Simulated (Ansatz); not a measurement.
**Run report: C18N, geometry relaxation (part 1 of 3)**

The run: geometry relaxation of C18N (slab, 19 atoms in the cell). Method and program: DFT LDA, scalar-relativistic, plane waves, PAW, spin-polarised (Ansatz 0.2.0).

It belongs to a series of runs on one base structure; here: end point A relaxed. Figures and captions count atoms from 1; the log counts them from 0 in places.

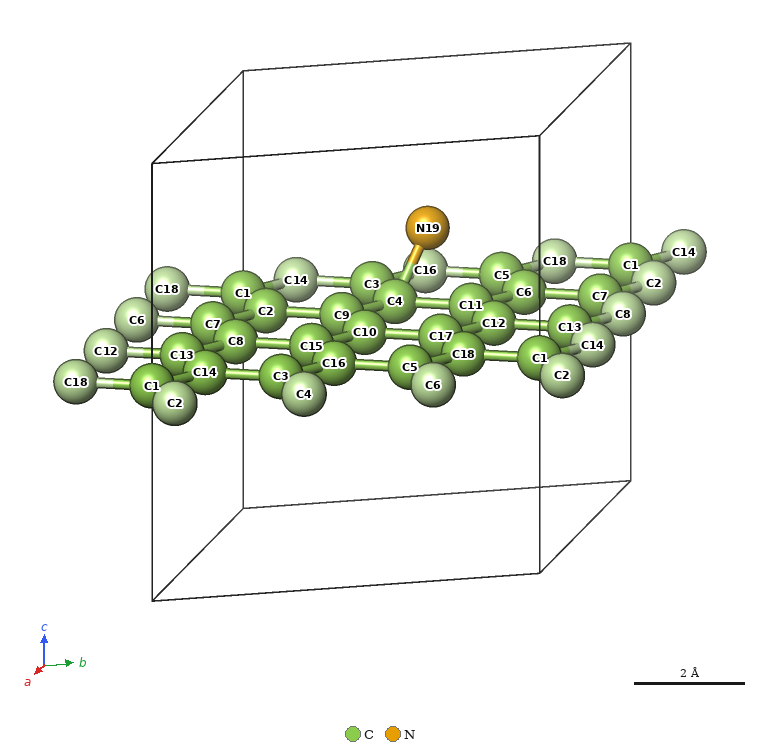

**Figure 1.** The starting structure (ball-and-stick view of the cell of the calculation, with the vacuum cut short, seen slightly off an axis; neighbours outside the cell are drawn fainter; atoms are numbered from 1 in the order of the input). An atom can appear more than once, as a periodic image.

### Input file
```yaml
crystal:
  lattice:
    - [7.398, 0.0, 0.0]
    - [-3.699, 6.406856, 0.0]
    - [0.0, 0.0, 13.0]
  atoms:
    - { symbol: C, position: [0.0, 0.0, 0.0769231] }
    - { symbol: C, position: [0.2222222, 0.1111111, 0.0769231] }
    - { symbol: C, position: [0.0, 0.3333333, 0.0769231] }
    - { symbol: C, position: [0.2222222, 0.4444444, 0.0769231] }
    - { symbol: C, position: [0.0, 0.6666667, 0.0769231] }
    - { symbol: C, position: [0.2222222, 0.7777778, 0.0769231] }
    - { symbol: C, position: [0.3333333, 0.0, 0.0769231] }
    - { symbol: C, position: [0.5555556, 0.1111111, 0.0769231] }
    - { symbol: C, position: [0.3333333, 0.3333333, 0.0769231] }
    - { symbol: C, position: [0.5555556, 0.4444444, 0.0769231] }
    - { symbol: C, position: [0.3333333, 0.6666667, 0.0769231] }
    - { symbol: C, position: [0.5555556, 0.7777778, 0.0769231] }
    - { symbol: C, position: [0.6666667, 0.0, 0.0769231] }
    - { symbol: C, position: [0.8888889, 0.1111111, 0.0769231] }
    - { symbol: C, position: [0.6666667, 0.3333333, 0.0769231] }
    - { symbol: C, position: [0.8888889, 0.4444444, 0.0769231] }
    - { symbol: C, position: [0.6666667, 0.6666667, 0.0769231] }
    - { symbol: C, position: [0.8888889, 0.7777778, 0.0769231] }
    - { symbol: "N", position: [0.1502752, 0.5111953, 0.1707692], spin: 1.0 }
magnetization:
  spin_polarized: true
basis:
  ecutwfc: 420.0
kpoints:
  mp_grid: { grid: [2, 2, 1] }
hamiltonian:
  xc: lda
scf:
  occupations: { method: gaussian, width: 0.02 }
  lower_state_search: "off"
relax:
  f_tol: 0.03
  max_steps: 60
  adjacent_minimum: "off"
output:
  write_density: true
  write_potential: true
  elf: true
  volumetric_format: npy
```

Machine: 2 threads of Intel Xeon @ 2.50GHz (Skylake/Cascade Lake), 16 GiB of memory available, shared host.

Run as:
```bash
ansatz run input.yaml --threads 2 --pin off --max-ram 5120MiB --backend cpu --events-out ev --progress --plain --runs-dir out
```

### Log
```
Engine: ansatz 0.2.0, x86_64-unknown-linux-gnu
Pseudopotentials: kind: paw
Pseudopotential: C, paw, valence charge 4, recommended cutoff 420 eV (normal), C.paw.azcp
Pseudopotential: N, paw, valence charge 5, recommended cutoff 420 eV (normal), N.paw.azcp
Functional definition: SPW92
  exchange = slater_x
  correlation = pw_c
Crystal: 19 atoms, lattice volume = 616.173 Å³
Basis set: ecut = 420 eV, 12055 PW (Γ)
Bands: 58, of which v1, the nominal top of the filled ones, is band 39 counted from 1 (38 counted from 0)
Symmetry: 1 space group operations
Space group: P1 (ITA 1), of the structure as read, at distance tolerance 8.5e-5 Å
Magnetic group: BNS 1.1 (UNI 1), of the structure as read, at distance tolerance 8.5e-5 Å
k-points: 4
Non-local potential: C, projectors of the file, l = 0: 2, l = 1: 2, l = 2: 1
Non-local potential: N, projectors of the file, l = 0: 2, l = 1: 2, l = 2: 1
PAW form: soft (Blöchl's): semilocal exchange-correlation on the pseudo side does not see the compensation charge
PAW frozen core: C, regenerated for the run's functional, and the local potential with it (the file was generated under x = pbe(κ = 0.804, μ = 0.2195149727645171), c = pbe(β = 0.06672455060314922))
PAW frozen core: N, regenerated for the run's functional, and the local potential with it (the file was generated under x = pbe(κ = 0.804, μ = 0.2195149727645171), c = pbe(β = 0.06672455060314922))
PAW one-centre angular grid: C, 110 points (default); XC on 64 Gauss nodes
PAW one-centre angular grid: N, 110 points (default); XC on 64 Gauss nodes
Initial density: superposition of atomic densities (neutral atoms: chi_scale 0, normalization atom)
Starting moments: Σ|m| = 1 μB on 1 of 19 sites
Initial wavefunctions: pseudopotential atomic-orbital guess
Functional: x = slater, c = lda
SCF iter   1: F=—  HF=-4749.962790 eV  |F-HF|=—  |Δ(HF+E_count)|=         —  Δρ=3.46e-2 (↑3.46e-2 ↓3.42e-2)  dr2=2.52e1  dr2_m=1.51e-1  M=0.500 μB ∫|m|=0.770 μB  β_m=0.30  ethr=3.10e-3  ⟨swp⟩=7.8  Hψ=2493  notcnv=0  defer=47
preconditioner: auto → Resta (q_TF=auto, 1.929 Å⁻¹)  ε∞=1.7  [insulator: Δε(μ)=0.086 eV  Ē_g=15.816 eV  σ=0.020 eV  W_gap=1.00  n_scr=66 (ndim 8)  ℏωp=13.1 eV  f_vac=0.662  D(μ)=0.14/eV (n_scr^D=0)  ε∞_Penn≈1.7  vacuum switching on, ρ_ref=1.8e-2 e/Å³]
spin=Collinear: Resta preconditioning applied to the charge; magnetization (m = ρ↑ − ρ↓) channel mixes plain (no charge-response kernel on spin).
SCF iter   2: F=—  HF=-4743.656107 eV  |F-HF|=—  |Δ(HF+E_count)|=    6.31e0  Δρ=2.31e-2 (↑2.19e-2 ↓2.31e-2)  dr2=9.95e0  dr2_m=1.02e-1  M=0.502 μB ∫|m|=0.731 μB  β_m=0.30  ethr=3.10e-3  ⟨swp⟩=2.2  Hψ=900  notcnv=0  defer=101
preconditioner: auto → LDOS  [metal: Δε(μ)=0.011 eV  Ē_g=15.490 eV  σ=0.020 eV  W_gap=0.29  n_scr=66 (ndim 8)  ℏωp=13.1 eV  f_vac=0.669  D(μ)=13.31/eV (n_scr^D=86)]
spin=Collinear: LDOS preconditioning applied to the charge; magnetization (m = ρ↑ − ρ↓) channel mixes plain (no charge-response kernel on spin).
SCF iter   3: F=—  HF=-4740.308157 eV  |F-HF|=—  |Δ(HF+E_count)|=    3.35e0  Δρ=1.33e-2 (↑9.82e-3 ↓1.33e-2)  dr2=4.76e0  dr2_m=9.31e-2  M=0.832 μB ∫|m|=0.963 μB  β_m=0.30  ethr=3.10e-3  ⟨swp⟩=3.9  Hψ=948  notcnv=0  defer=104
SCF iter   4: F=—  HF=-4739.897906 eV  |F-HF|=—  |Δ(HF+E_count)|=   4.10e-1  Δρ=6.64e-3 (↑6.20e-3 ↓6.64e-3)  dr2=9.25e-1  dr2_m=3.22e-2  M=0.623 μB ∫|m|=0.881 μB  β_m=0.30  ethr=3.10e-3  ⟨swp⟩=2.6  Hψ=613  notcnv=0  defer=96
SCF iter   5: F=—  HF=-4739.763549 eV  |F-HF|=—  |Δ(HF+E_count)|=   1.34e-1  Δρ=4.15e-3 (↑3.96e-3 ↓4.15e-3)  dr2=2.84e-1  dr2_m=1.86e-2  M=0.515 μB ∫|m|=0.807 μB  β_m=0.30  ethr=1.20e-3  ⟨swp⟩=3.4  Hψ=650  notcnv=0  defer=96
SCF iter   6: F=—  HF=-4739.767404 eV  |F-HF|=—  |Δ(HF+E_count)|=   3.86e-3  Δρ=2.39e-3 (↑2.39e-3 ↓1.78e-3)  dr2=4.33e-2  dr2_m=1.43e-2  M=0.500 μB ∫|m|=0.681 μB  β_m=0.30  ethr=3.68e-4  ⟨swp⟩=3.5  Hψ=557  notcnv=0  defer=101
SCF iter   7: F=—  HF=-4739.771319 eV  |F-HF|=—  |Δ(HF+E_count)|=   3.92e-3  Δρ=1.75e-3 (↑1.75e-3 ↓1.28e-3)  dr2=2.34e-2  dr2_m=8.36e-3  M=0.500 μB ∫|m|=0.673 μB  β_m=0.30  ethr=5.62e-5  ⟨swp⟩=2.8  Hψ=596  notcnv=0  defer=102
SCF iter   8: F=—  HF=-4739.773379 eV  |F-HF|=—  |Δ(HF+E_count)|=   2.06e-3  Δρ=1.24e-3 (↑1.24e-3 ↓8.22e-4)  dr2=7.24e-3  dr2_m=4.73e-3  M=0.500 μB ∫|m|=0.669 μB  β_m=0.30  ethr=3.04e-5  ⟨swp⟩=4.0  Hψ=721  notcnv=0  defer=101
SCF iter   9: F=—  HF=-4739.774568 eV  |F-HF|=—  |Δ(HF+E_count)|=   1.19e-3  Δρ=8.72e-4 (↑8.72e-4 ↓6.90e-4)  dr2=2.63e-3  dr2_m=3.00e-3  M=0.500 μB ∫|m|=0.661 μB  β_m=0.30  ethr=9.41e-6  ⟨swp⟩=1.8  Hψ=443  notcnv=0  defer=101
Mixer restart at iter 9: flushing history
spin-set hold released at iteration 9 (site moments contracting): the magnetisation degrees of freedom join the quasi-Newton model from the next iteration; the mixer history was flushed
SCF iter  10: F=—  HF=-4739.775526 eV  |F-HF|=—  |Δ(HF+E_count)|=   9.58e-4  Δρ=7.12e-4 (↑7.12e-4 ↓5.51e-4)  dr2=2.08e-3  dr2_m=1.94e-3  M=0.500 μB ∫|m|=0.653 μB  β_m=0.55  ethr=3.41e-6  ⟨swp⟩=2.0  Hψ=444  notcnv=0  defer=102
SCF iter  11: F=—  HF=-4739.777121 eV  |F-HF|=—  |Δ(HF+E_count)|=   1.59e-3  Δρ=2.02e-4 (↑2.02e-4 ↓1.54e-4)  dr2=6.37e-4  dr2_m=9.71e-5  M=0.500 μB ∫|m|=0.627 μB  β_m=0.72  ethr=2.71e-6  ⟨swp⟩=3.2  Hψ=718  notcnv=0  defer=102
SCF iter  12: F=—  HF=-4739.777174 eV  |F-HF|=—  |Δ(HF+E_count)|=   5.31e-5  Δρ=7.72e-5 (↑6.95e-5 ↓7.72e-5)  dr2=1.88e-4  dr2_m=5.94e-6  M=0.500 μB ∫|m|=0.616 μB  β_m=0.80  ethr=8.27e-7  ⟨swp⟩=2.6  Hψ=667  notcnv=0  defer=102
SCF iter  13: F=—  HF=-4739.777170 eV  |F-HF|=—  |Δ(HF+E_count)|=   4.02e-6  Δρ=4.13e-5 (↑4.13e-5 ↓3.01e-5)  dr2=4.15e-5  dr2_m=1.66e-6  M=0.500 μB ∫|m|=0.613 μB  β_m=0.88  ethr=2.44e-7  ⟨swp⟩=2.6  Hψ=612  notcnv=0  defer=102
iter 14 did not close the SCF: its close was put off for the exchange–correlation potential of the local minority spin (scf_convergence_deferred on its scf_iter line)
SCF iter  14: F=-4739.777177 eV  HF=-4739.777177 eV  |F-HF|=8.79e-7  |Δ(HF+E_count)|=   6.63e-6  Δρ=2.31e-5 (↑2.31e-5 ↓1.32e-5)  dr2=9.48e-6  dr2_m=4.64e-7  M=0.500 μB ∫|m|=0.613 μB  β_m=0.89  ethr=2.92e-8  ⟨swp⟩=10.8  Hψ=3266  notcnv=0
iter 15 did not close the SCF: its close was put off for a magnetic moment that had not settled (scf_convergence_deferred on its scf_iter line)
SCF iter  15: F=-4739.777182 eV  HF=-4739.777182 eV  |F-HF|=7.70e-7  |Δ(HF+E_count)|=   5.02e-6  Δρ=9.55e-6 (↑9.55e-6 ↓8.67e-6)  dr2=2.51e-6  dr2_m=9.99e-8  M=0.500 μB ∫|m|=0.614 μB  β_m=0.91  ethr=1.23e-8  ⟨swp⟩=8.1  Hψ=3209  notcnv=0
iter 16 did not close the SCF: its close was put off for an unfilled level that stood over its bar (scf_convergence_deferred on its scf_iter line)
SCF iter  16: F=-4739.777184 eV  HF=-4739.777183 eV  |F-HF|=5.22e-7  |Δ(HF+E_count)|=   1.65e-6  Δρ=4.70e-6 (↑4.70e-6 ↓4.35e-6)  dr2=6.91e-7  dr2_m=1.67e-8  M=0.500 μB ∫|m|=0.614 μB  β_m=0.90  ethr=3.27e-9  ⟨swp⟩=8.2  Hψ=3065  notcnv=0
SCF iter  17: F=-4739.777184 eV  HF=-4739.777184 eV  |F-HF|=1.36e-7  |Δ(HF+E_count)|=   8.34e-7  Δρ=2.67e-6 (↑2.67e-6 ↓2.13e-6)  dr2=1.19e-7  dr2_m=1.08e-8  M=0.500 μB ∫|m|=0.614 μB  ethr=8.97e-10  ⟨swp⟩=7.5  Hψ=3006  notcnv=0
SCF 1 converged in 17 iterations: F = -4739.777184 eV  dr2 = 1.19e-7
  greatest PAW one-centre occupation: 0.845 electrons in one spin orbital (limit 2), on the N atom at site 18 (counted from 0), in its partial waves of l = 0
relax step   1: F+E_penalty+E_count = -4739.77718418 eV  Δ(F+E_penalty+E_count) = +0.000e0 eV  max|allowed force component| = 3.271e0 eV/Å  Δτ_max = 0.0000 Å  (17 SCF iters, dr2 threshold 2.25e-5 eV, accepted)
Initial density: handed on by an earlier stage of this run
Starting moments: Σ|m| = 1 μB on 1 of 19 sites; this step starts from the density that it was given
Initial wavefunctions: those handed on with the density
iter 1 solved again at ethr=4.24e-4 eV; its pass at ethr=3.10e-3 eV (dr2=3.27e-1 eV) is discarded
SCF iter   1: F=—  HF=-4740.891784 eV  |F-HF|=—  |Δ(HF+E_count)|=         —  Δρ=6.72e-3 (↑6.72e-3 ↓6.13e-3)  dr2=3.46e-1  dr2_m=6.08e-2  M=0.992 μB ∫|m|=1.133 μB  β_m=0.30  ethr=4.24e-4  ⟨swp⟩=1.1  Hψ=1866  notcnv=0  defer=108
[...]
preconditioner: auto → Resta (q_TF=auto, 1.929 Å⁻¹)  ε∞=1.8  [insulator: Δε(μ)=0.061 eV  Ē_g=14.478 eV  σ=0.020 eV  W_gap=0.97  n_scr=66 (ndim 8)  ℏωp=13.1 eV  f_vac=0.689  D(μ)=1.40/eV (n_scr^D=2)  ε∞_Penn≈1.8  vacuum switching on, ρ_ref=1.5e-2 e/Å³]
spin=Collinear: Resta preconditioning applied to the charge; magnetization (m = ρ↑ − ρ↓) channel mixes plain (no charge-response kernel on spin).
preconditioner: auto → LDOS  [metal: Δε(μ)=0.009 eV  Ē_g=14.484 eV  σ=0.020 eV  W_gap=0.25  n_scr=66 (ndim 8)  ℏωp=13.1 eV  f_vac=0.689  D(μ)=13.40/eV (n_scr^D=86)]
spin=Collinear: LDOS preconditioning applied to the charge; magnetization (m = ρ↑ − ρ↓) channel mixes plain (no charge-response kernel on spin).
  greatest PAW one-centre occupation: 0.839 electrons in one spin orbital (limit 2), on the N atom at site 18 (counted from 0), in its partial waves of l = 0
relax step   2: F+E_penalty+E_count = -4740.87320429 eV  Δ(F+E_penalty+E_count) = -1.096e0 eV  max|allowed force component| = 2.225e0 eV/Å  Δτ_max = 0.1969 Å  (10 SCF iters, dr2 threshold 1.00e-4 eV, accepted)
preconditioner: auto → Resta (q_TF=auto, 1.929 Å⁻¹)  ε∞=1.8  [insulator: Δε(μ)=0.264 eV  Ē_g=14.362 eV  σ=0.020 eV  W_gap=1.00  n_scr=66 (ndim 8)  ℏωp=13.1 eV  f_vac=0.688  D(μ)=0.00/eV (n_scr^D=0)  ε∞_Penn≈1.8  vacuum switching on, ρ_ref=1.5e-2 e/Å³]
spin=Collinear: Resta preconditioning applied to the charge; magnetization (m = ρ↑ − ρ↓) channel mixes plain (no charge-response kernel on spin).
  greatest PAW one-centre occupation: 0.836 electrons in one spin orbital (limit 2), on the N atom at site 18 (counted from 0), in its partial waves of l = 0
relax step   3: F+E_penalty+E_count = -4741.39261636 eV  Δ(F+E_penalty+E_count) = -5.194e-1 eV  max|allowed force component| = 7.915e-1 eV/Å  Δτ_max = 0.1971 Å  (8 SCF iters, dr2 threshold 1.00e-4 eV, accepted)
preconditioner: auto → Resta (q_TF=auto, 1.929 Å⁻¹)  ε∞=1.8  [insulator: Δε(μ)=0.065 eV  Ē_g=14.303 eV  σ=0.020 eV  W_gap=0.98  n_scr=66 (ndim 8)  ℏωp=13.1 eV  f_vac=0.688  D(μ)=1.04/eV (n_scr^D=2)  ε∞_Penn≈1.8  vacuum switching on, ρ_ref=1.5e-2 e/Å³]
spin=Collinear: Resta preconditioning applied to the charge; magnetization (m = ρ↑ − ρ↓) channel mixes plain (no charge-response kernel on spin).
  greatest PAW one-centre occupation: 0.834 electrons in one spin orbital (limit 2), on the N atom at site 18 (counted from 0), in its partial waves of l = 0
relax step   4: F+E_penalty+E_count = -4741.62702082 eV  Δ(F+E_penalty+E_count) = -2.344e-1 eV  max|allowed force component| = 1.088e0 eV/Å  Δτ_max = 0.2000 Å  (10 SCF iters, dr2 threshold 7.93e-5 eV, accepted)
preconditioner: auto → Resta (q_TF=auto, 1.929 Å⁻¹)  ε∞=1.8  [insulator: Δε(μ)=0.032 eV  Ē_g=14.310 eV  σ=0.020 eV  W_gap=0.75  n_scr=66 (ndim 8)  ℏωp=13.1 eV  f_vac=0.687  D(μ)=7.34/eV (n_scr^D=36)  ε∞_Penn≈1.8  vacuum switching on, ρ_ref=1.5e-2 e/Å³]
spin=Collinear: Resta preconditioning applied to the charge; magnetization (m = ρ↑ − ρ↓) channel mixes plain (no charge-response kernel on spin).
  greatest PAW one-centre occupation: 0.831 electrons in one spin orbital (limit 2), on the N atom at site 18 (counted from 0), in its partial waves of l = 0
relax step   5: F+E_penalty+E_count = -4741.86914406 eV  Δ(F+E_penalty+E_count) = -2.421e-1 eV  max|allowed force component| = 1.159e0 eV/Å  Δτ_max = 0.1961 Å  (11 SCF iters, dr2 threshold 1.00e-4 eV, accepted)
preconditioner: auto → LDOS  [metal: Δε(μ)=0.001 eV  Ē_g=14.393 eV  σ=0.020 eV  W_gap=0.03  n_scr=66 (ndim 8)  ℏωp=13.1 eV  f_vac=0.688  D(μ)=14.44/eV (n_scr^D=98)]
spin=Collinear: LDOS preconditioning applied to the charge; magnetization (m = ρ↑ − ρ↓) channel mixes plain (no charge-response kernel on spin).
  greatest PAW one-centre occupation: 0.826 electrons in one spin orbital (limit 2), on the N atom at site 18 (counted from 0), in its partial waves of l = 0
relax step   6: F+E_penalty+E_count = -4742.51723767 eV  Δ(F+E_penalty+E_count) = -6.481e-1 eV  max|allowed force component| = 7.068e-1 eV/Å  Δτ_max = 0.2000 Å  (12 SCF iters, dr2 threshold 1.00e-4 eV, accepted)
preconditioner: auto → LDOS  [metal: Δε(μ)=0.014 eV  Ē_g=14.328 eV  σ=0.020 eV  W_gap=0.39  n_scr=66 (ndim 8)  ℏωp=13.1 eV  f_vac=0.688  D(μ)=12.70/eV (n_scr^D=66)]
spin=Collinear: LDOS preconditioning applied to the charge; magnetization (m = ρ↑ − ρ↓) channel mixes plain (no charge-response kernel on spin).
relax step   7: F+E_penalty+E_count = -4742.60927452 eV  Δ(F+E_penalty+E_count) = -9.204e-2 eV  max|allowed force component| = 2.799e-1 eV/Å  Δτ_max = 0.0988 Å  (8 SCF iters, dr2 threshold 1.00e-4 eV, accepted)
preconditioner: auto → LDOS  [metal: Δε(μ)=0.001 eV  Ē_g=14.335 eV  σ=0.020 eV  W_gap=0.03  n_scr=66 (ndim 8)  ℏωp=13.1 eV  f_vac=0.687  D(μ)=14.21/eV (n_scr^D=98)]
spin=Collinear: LDOS preconditioning applied to the charge; magnetization (m = ρ↑ − ρ↓) channel mixes plain (no charge-response kernel on spin).
relax step   8: F+E_penalty+E_count = -4742.61614034 eV  Δ(F+E_penalty+E_count) = -6.866e-3 eV  max|allowed force component| = 4.678e-2 eV/Å  Δτ_max = 0.0174 Å  (8 SCF iters, dr2 threshold 1.23e-5 eV, accepted)
preconditioner: auto → LDOS  [metal: Δε(μ)=0.000 eV  Ē_g=14.335 eV  σ=0.020 eV  W_gap=0.00  n_scr=66 (ndim 8)  ℏωp=13.1 eV  f_vac=0.687  D(μ)=14.19/eV (n_scr^D=98)]
spin=Collinear: LDOS preconditioning applied to the charge; magnetization (m = ρ↑ − ρ↓) channel mixes plain (no charge-response kernel on spin).
relax step   9: F+E_penalty+E_count = -4742.61639254 eV  Δ(F+E_penalty+E_count) = -2.522e-4 eV  max|allowed force component| = 8.308e-3 eV/Å  Δτ_max = 0.0044 Å  (10 SCF iters, accepted)
```
